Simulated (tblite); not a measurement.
C4H11NOSi: geometry relaxation

System: C4H11NOSi, SMILES C[SiH2]C(=O)N(C)C.
Method: GFN2-xTB geometry optimisation, gas phase (tblite 0.8.0).

It belongs to a series of runs on one base structure; here: H on Si replaced by CONMe2.

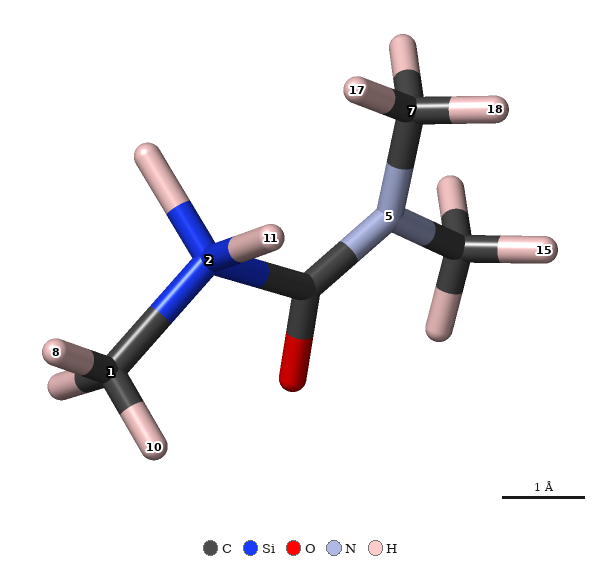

**Figure 1.** The input geometry (stick view, seen at a tilt; atoms are numbered from 1 in the order of the input). Bond lengths as drawn: C–H 1.08 to 1.10 Å, C–N 1.41 to 1.46 Å, C–O 1.24 Å, C–Si 1.86 to 1.90 Å and H–Si 1.49 to 1.51 Å.

Input file:
```
{"job": {"kind": "relax", "xc": "GFN2-xTB", "basis": "xTB"}, "charge": 0, "multiplicity": 1}
C      3.153700     0.300500    -0.543300
Si     1.570500     0.230500     0.427100
C      0.035000    -0.058000    -0.658000
O      0.300100    -0.134200    -1.864400
N     -1.278500    -0.152000    -0.161300
C     -2.372100    -0.364700    -1.111300
C     -1.659200    -0.051300     1.229700
H      4.013900     0.468300     0.115700
H      3.317000    -0.629900    -1.093100
H      3.113800     1.121900    -1.262500
H      1.419200     1.483700     1.219800
H      1.678700    -0.864100     1.454800
H     -2.024200    -0.426100    -2.132600
H     -2.871300    -1.298500    -0.853100
H     -3.074800     0.477600    -1.022800
H     -2.163000    -0.982300     1.534800
H     -0.810100     0.108600     1.900500
H     -2.357500     0.776200     1.348400
```

The first line tells a small driver script what to run in tblite; the rest is the geometry in Å.

Launched with:
```bash
OMP_NUM_THREADS=1 python <driver script> task.json out
```

What the program printed:
```
step      E/eV     max force
  0    -622.54388    2.306
  1    -622.65308    0.713
  2    -622.67833    0.482
  3    -622.69837    0.350
  4    -622.70770    0.295
  5    -622.71636    0.231
  6    -622.72101    0.159
  7    -622.72418    0.125
  8    -622.72603    0.125
  9    -622.72763    0.102
 10    -622.72943    0.132
 11    -622.73187    0.146
 12    -622.73473    0.137
 13    -622.73711    0.128
 14    -622.73873    0.121
 15    -622.74020    0.152
 16    -622.74175    0.159
 17    -622.74284    0.098
 18    -622.74329    0.037
 19    -622.74347    0.034
 20    -622.74365    0.036
 21    -622.74387    0.035
 22    -622.74409    0.032
 23    -622.74425    0.033
 24    -622.74439    0.024
 25    -622.74454    0.028
 26    -622.74468    0.025
 27    -622.74476    0.015
 28    -622.74480    0.016
 29    -622.74483    0.016
 30    -622.74488    0.014
 31    -622.74492    0.017
 32    -622.74497    0.015
 33    -622.74500    0.013
 34    -622.74504    0.018
 35    -622.74508    0.019
 36    -622.74512    0.016
 37    -622.74515    0.017
 38    -622.74519    0.016
 39    -622.74525    0.020
 40    -622.74531    0.017
 41    -622.74536    0.018
 42    -622.74540    0.020
 43    -622.74544    0.017
 44    -622.74547    0.012
 45    -622.74550    0.010
 46    -622.74551    0.011
 47    -622.74552    0.010
```

Trajectory as extended XYZ (Å, eV, eV/Å), 6 of the 48 frames kept, from step=0 to step=47:
```
18
Properties=species:S:1:pos:R:3:forces:R:3 step=0 energy=-622.54388
C     3.1537    0.3005   -0.5433    0.5550   0.0570  -0.4300
Si    1.5705    0.2305    0.4271   -0.3520  -0.1070   1.6240
C     0.0350   -0.0580   -0.6580   -1.2320  -0.0490  -0.1380
O     0.3001   -0.1342   -1.8644   -0.8440  -0.0580   0.8320
N    -1.2785   -0.1520   -0.1613    1.8870   0.0740  -1.3230
C    -2.3721   -0.3647   -1.1113   -0.0150   0.2980   0.8730
C    -1.6592   -0.0513    1.2297    0.1150  -0.3170  -0.2340
H     4.0139    0.4683    0.1157   -0.2470  -0.0690  -0.2160
H     3.3170   -0.6299   -1.0931    0.0420   0.2360   0.0380
H     3.1138    1.1219   -1.2625    0.1210  -0.1930   0.0240
H     1.4192    1.4837    1.2198   -0.0670  -0.1790  -0.2110
H     1.6787   -0.8641    1.4548   -0.1140   0.2660  -0.3480
H    -2.0242   -0.4261   -2.1326    0.3940   0.0620  -0.0230
H    -2.8713   -1.2985   -0.8531   -0.1880  -0.0240  -0.0290
H    -3.0748    0.4776   -1.0228    0.0260  -0.2490  -0.0680
H    -2.1630   -0.9823    1.5348    0.0600   0.1910  -0.0370
H    -0.8101    0.1086    1.9005   -0.0360  -0.0280  -0.3950
H    -2.3575    0.7762    1.3484   -0.1050   0.0900   0.0620
18
Properties=species:S:1:pos:R:3:forces:R:3 step=9 energy=-622.72763
C     3.1392    0.3020   -0.5442   -0.0770  -0.0080   0.0360
Si    1.5525    0.2273    0.4936   -0.0040   0.0050  -0.0180
C     0.0157   -0.0530   -0.6514    0.0650   0.0050   0.0360
O     0.2322   -0.1442   -1.8546    0.0290   0.0000  -0.0260
N    -1.2483   -0.1498   -0.1749    0.0320   0.0060  -0.0150
C    -2.3544   -0.3597   -1.0845    0.0000  -0.0020  -0.0120
C    -1.6415   -0.0551    1.2035    0.0340   0.0060  -0.0320
H     4.0018    0.4636    0.0981   -0.0110   0.0010  -0.0010
H     3.3081   -0.6179   -1.0967   -0.0600  -0.0230   0.0090
H     3.1121    1.1097   -1.2702   -0.0610   0.0090   0.0090
H     1.3895    1.4987    1.2242   -0.0480  -0.0690  -0.0160
H     1.6522   -0.8818    1.4616   -0.0620   0.0520  -0.0340
H    -1.9583   -0.4130   -2.0971    0.0010  -0.0020   0.0230
H    -2.8738   -1.2908   -0.8411    0.0330   0.0040  -0.0260
H    -3.0665    0.4666   -1.0106    0.0210   0.0050  -0.0250
H    -2.1483   -0.9794    1.5056    0.0590   0.0610   0.0400
H    -0.7744    0.1071    1.8384   -0.0300  -0.0050   0.0020
H    -2.3466    0.7759    1.3287    0.0780  -0.0450   0.0480
18
Properties=species:S:1:pos:R:3:forces:R:3 step=19 energy=-622.74347
C     3.0999    0.2986   -0.5382   -0.0030  -0.0020   0.0050
Si    1.5289    0.2281    0.5081    0.0100   0.0070  -0.0030
C     0.0316   -0.0520   -0.6665   -0.0010  -0.0090   0.0150
O     0.2475   -0.1473   -1.8694    0.0220   0.0100   0.0240
N    -1.2274   -0.1450   -0.1812   -0.0100  -0.0010  -0.0100
C    -2.3314   -0.3572   -1.0906   -0.0220   0.0000   0.0000
C    -1.5988   -0.0503    1.2038   -0.0030  -0.0010  -0.0150
H     3.9765    0.4591    0.0840    0.0020   0.0010  -0.0140
H     3.2442   -0.6265   -1.0898   -0.0120   0.0100  -0.0020
H     3.0508    1.1048   -1.2654   -0.0100  -0.0140   0.0050
H     1.3240    1.4889    1.2382    0.0120   0.0030   0.0160
H     1.5854   -0.8834    1.4703    0.0120   0.0000   0.0180
H    -1.9267   -0.4104   -2.0998   -0.0080  -0.0050   0.0070
H    -2.8477   -1.2897   -0.8521   -0.0030  -0.0170  -0.0060
H    -3.0431    0.4686   -1.0246   -0.0120   0.0160  -0.0050
H    -2.0988   -0.9712    1.5216    0.0150   0.0060  -0.0050
H    -0.7272    0.1100    1.8317   -0.0050  -0.0030  -0.0310
H    -2.2966    0.7811    1.3482    0.0160  -0.0030  -0.0010
18
Properties=species:S:1:pos:R:3:forces:R:3 step=28 energy=-622.74480
C     3.0927    0.2976   -0.5370   -0.0020   0.0000  -0.0030
Si    1.5287    0.2290    0.5191    0.0050   0.0020  -0.0010
C     0.0337   -0.0517   -0.6613    0.0000  -0.0040  -0.0050
O     0.2618   -0.1447   -1.8618   -0.0080   0.0000  -0.0040
N    -1.2291   -0.1452   -0.1862    0.0010   0.0000  -0.0030
C    -2.3343   -0.3577   -1.0948   -0.0020   0.0000  -0.0030
C    -1.5954   -0.0504    1.1993    0.0010   0.0000  -0.0040
H     3.9769    0.4583    0.0741   -0.0060  -0.0010  -0.0060
H     3.2293   -0.6274   -1.0904   -0.0060   0.0020  -0.0010
H     3.0355    1.1024   -1.2649   -0.0060  -0.0030   0.0000
H     1.3287    1.4894    1.2516    0.0070   0.0040   0.0090
H     1.5902   -0.8800    1.4842    0.0070  -0.0020   0.0100
H    -1.9324   -0.4120   -2.1047    0.0090   0.0010  -0.0020
H    -2.8510   -1.2904   -0.8566    0.0080  -0.0090   0.0040
H    -3.0471    0.4678   -1.0291    0.0050   0.0110   0.0010
H    -2.0914   -0.9714    1.5217   -0.0010   0.0060  -0.0020
H    -0.7166    0.1097    1.8162   -0.0110  -0.0010   0.0110
H    -2.2891    0.7830    1.3491   -0.0020  -0.0050  -0.0010
18
Properties=species:S:1:pos:R:3:forces:R:3 step=38 energy=-622.74519
C     3.0857    0.2965   -0.5401    0.0110   0.0010  -0.0120
Si    1.5290    0.2295    0.5251    0.0140   0.0000  -0.0070
C     0.0366   -0.0517   -0.6590   -0.0070   0.0010   0.0020
O     0.2649   -0.1439   -1.8596    0.0070   0.0010   0.0130
N    -1.2266   -0.1450   -0.1854   -0.0040  -0.0010  -0.0040
C    -2.3300   -0.3572   -1.0962    0.0020  -0.0010  -0.0040
C    -1.5974   -0.0507    1.1988    0.0030   0.0000  -0.0060
H     3.9743    0.4571    0.0646   -0.0030  -0.0020  -0.0090
H     3.2171   -0.6288   -1.0944   -0.0010   0.0010   0.0020
H     3.0233    1.1005   -1.2684   -0.0020  -0.0010   0.0010
H     1.3376    1.4885    1.2614   -0.0080   0.0130   0.0030
H     1.5984   -0.8751    1.4942   -0.0050  -0.0130   0.0050
H    -1.9264   -0.4115   -2.1053    0.0100   0.0020  -0.0030
H    -2.8454   -1.2910   -0.8589   -0.0030   0.0020   0.0020
H    -3.0418    0.4695   -1.0316    0.0010  -0.0040   0.0010
H    -2.0942   -0.9726    1.5179   -0.0040   0.0110   0.0040
H    -0.7219    0.1094    1.8204   -0.0040  -0.0010   0.0040
H    -2.2918    0.7827    1.3449   -0.0050  -0.0090   0.0060
18
Properties=species:S:1:pos:R:3:forces:R:3 step=47 energy=-622.74552
C     3.0807    0.2954   -0.5465    0.0070   0.0010  -0.0010
Si    1.5329    0.2309    0.5330    0.0060  -0.0010  -0.0050
C     0.0405   -0.0506   -0.6503   -0.0070   0.0020   0.0020
O     0.2742   -0.1420   -1.8500   -0.0080  -0.0020   0.0050
N    -1.2245   -0.1448   -0.1821   -0.0040   0.0000   0.0010
C    -2.3233   -0.3568   -1.0984    0.0010   0.0000  -0.0020
C    -1.6026   -0.0511    1.2002    0.0020  -0.0010   0.0000
H     3.9761    0.4553    0.0478    0.0020   0.0000  -0.0010
H     3.2049   -0.6305   -1.1015   -0.0040   0.0010   0.0040
H     3.0112    1.0985   -1.2752   -0.0030  -0.0010   0.0040
H     1.3403    1.4911    1.2680    0.0000   0.0010   0.0000
H     1.6014   -0.8751    1.5013    0.0010  -0.0010   0.0010
H    -1.9132   -0.4099   -2.1052    0.0000   0.0000  -0.0020
H    -2.8403   -1.2905   -0.8639    0.0020   0.0000  -0.0030
H    -3.0358    0.4694   -1.0364    0.0010  -0.0010  -0.0030
H    -2.1016   -0.9724    1.5169    0.0010   0.0000   0.0000
H    -0.7306    0.1087    1.8268    0.0010   0.0010   0.0010
H    -2.2991    0.7809    1.3440    0.0030   0.0000   0.0000
```

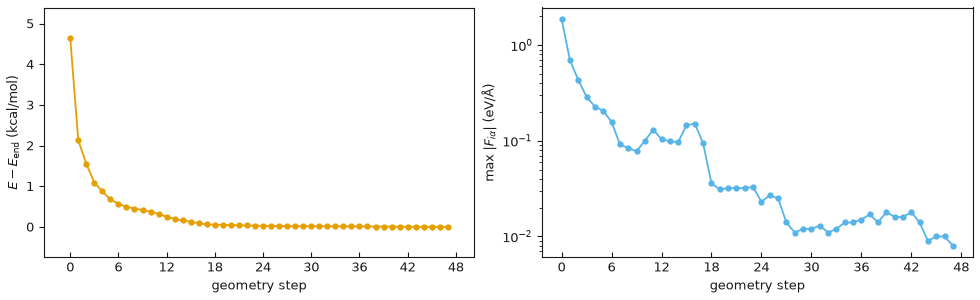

**Figure 2.** Progress of the relaxation, step by step (steps are counted from 0).

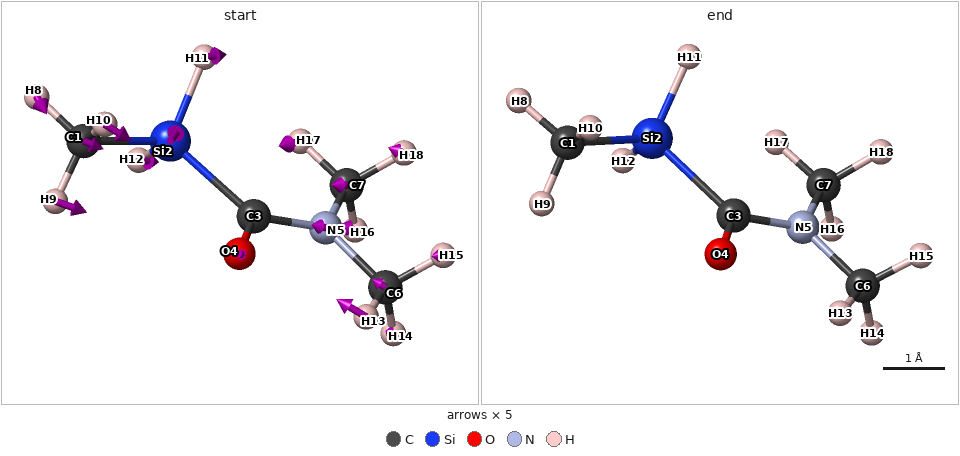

**Figure 3.** Before (left) and after (right) the relaxation, at one scale (ball-and-stick view, seen at a tilt). The pink arrows give the displacements, magnified 5 times. Over 47 geometry steps the energy falls by 4.65 kcal/mol. The largest force component goes from 1.9 to 0.008 eV/Å. The largest moves after the best rigid fit, 0.12 Å, are those of Si2, H9 and H13. By element the largest moves are H 0.12 Å, Si 0.11 Å, C 0.07 Å, N 0.06 Å, O 0.03 Å. Among the contacts that change: C3–N5 1.407 → 1.352 Å, Si2–H12 1.505 → 1.472 Å, C1–Si2 1.858 → 1.888 Å, Si2–C3 1.902 → 1.925 Å. Among the angles that change: C1–Si2–C3 113.3° → 106.8°, Si2–C3–O4 113.1° → 117.7°, N5–C6–H13 112.4° → 107.9°. (Atoms are counted from 1 in the order of the input.)

Results in brief:

| quantity | value |
| --- | --- |
| outcome | converged |
| total energy | −622.7455 eV |
| hardware | 1 CPU thread, shared host |
| wall time | 0.53 s |
| peak memory | 0.18 GiB |
